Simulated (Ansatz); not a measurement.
Fields on a plane of ZrO2 (baddeleyite type, space group P2_1/c)

```
ZrO2
1.0
    5.18930     0.00000     0.00000
    0.00000     5.24180     0.00000
   -0.90344     0.00000     5.30261
Zr O
4 8
Direct
  0.27571   0.04384   0.21016
  0.72429   0.54384   0.28984
  0.72429   0.95616   0.78984
  0.27571   0.45616   0.71016
  0.06488   0.32613   0.35022
  0.93512   0.82613   0.14978
  0.93512   0.67387   0.64978
  0.06488   0.17387   0.85022
  0.45109   0.75674   0.47528
  0.54891   0.25674   0.02472
  0.54891   0.24326   0.52472
  0.45109   0.74326   0.97528
```

The slice is a (001) plane (indices of the conventional cell) through the point (0.276, 0.044, 0.210) (fractional), spanned by u = [100] and v = [010] in vectors of this cell: u (5.19 Å) and v (5.24 Å, at 90° to u). It covers one period; positions are fractions (u, v).

Atoms on it: Zr at (0.00, 0.00). Other atoms lie within 1 Å of the plane.

All values below come from PBE (plane waves to 420 eV, PAW, scalar-relativistic; Ansatz, a quantum-chemistry and plane-wave program). k mesh 5×5×5. These are valence fields of a PAW run, semicore shells included where kept as valence: close to a nucleus they are smooth pseudo fields. The PAW data are Ansatz's earlier set. ZrO2 is run without spin polarisation. ZrO2 was relaxed with its symmetry unable to fall.

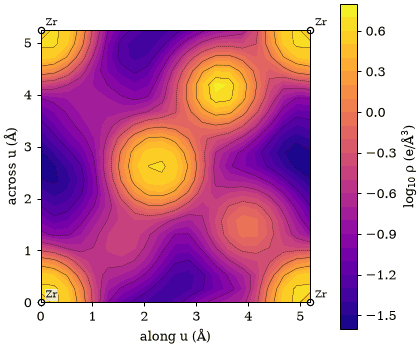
Fig. 1. Log₁₀ of the valence density in e/Å³, one period of the plane, atoms marked. The scale is logarithmic, as a density can span decades between atoms and voids.

```
|xxxxxxxx00004477889999998877551100xxxxxx|
|xxxxxx000011556688889988xxxxxxxx0000xxxx|
|xxxx000000335566778877xxxxxxxxxxxx0000xx|
|0000000033555555556655xxxxxxxxxxxx110000|
|0011334455554433222222xxxxxxxxxxxx553311|
|5555666655331100000000xxxxxxxxxxxx777766|
|887777664400000000xx0000xxxxxxxx88998888|
|88887766220000xxxxxxxx000011558899999999|
|998877550000xxxxxxxxxxxx0000558899999999|
|998866440000xxxxxxxxxxxx0000447799999999|
|887766440000xxxxxxxxxxxx0000447799999999|
|88776644110000xxxxxxxx000011557788999999|
|776666553300000000xx00000033xxxxxx888888|
|5555555555331100000000003355xxxxxxxx6666|
|0000224455444433332233556677xxxxxxxx3311|
|000000003355555566667777888877xxxx110000|
|xxxx0000004466778888889999997755110000xx|
|xxxxxx000022667788999999999977330000xxxx|
|xxxxxxxx00115577889999999988661100xxxxxx|
|xxxxxxxx00004477889999999988661100xxxxxx|
```
Scale: ten equal steps from 3.00 (start of '0') to 11.70 (end of '9'), in the order '0123456789'. Values: electrostatic potential energy of an electron, from the cell's mean, in eV. The map has 20 points along u (two characters each, u = 0 at the left) and 20 along v (v = 0 in the bottom row). Points within 0.9 Å of a nucleus are blanked (x), as the pseudised field means little there. Values under 3 eV are set to 3. The zero, the cell's mean, hangs on the PAW cores.
